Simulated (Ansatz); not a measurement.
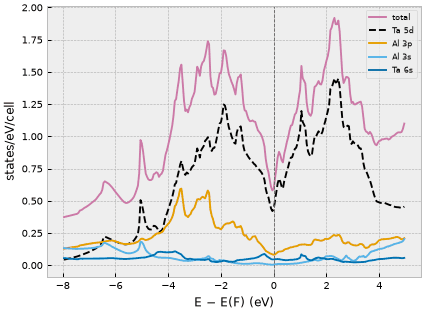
Figure. Total and projected density of states of TaAl (L1₀ or tetragonal B2, P4/mmm), plane-wave PAW r²SCAN (Ansatz code)

**Question.** Which orbitals carry the states next to the Fermi level?

**Answer.** Within 0.5 eV of the Fermi level: Ta 5d 74 %, Al 3p 14 %, Ta 6s 7 %. Projections are on Löwdin-orthogonalised atomic valence shells; empty p or d shells of many metals are not among them.

**Question.** Where is the tallest occupied peak in this window, and what makes it?

**Answer.** Near -2.5 eV, about 1.7 states/eV per cell; the largest projected share is Ta 5d.

The start of the workflow was typed in or built on a structure type; neither database checked (COD, Materials Project) lists it. Whether it is the stable phase at ambient conditions was not checked. Symmetry was held in the r²SCAN relaxation; whether a distortion lowers the energy is not shown. The run is not spin-polarised. Spin–orbit coupling is left out wherever it is not named.

Potentials: the later of the program's two PAW sets.
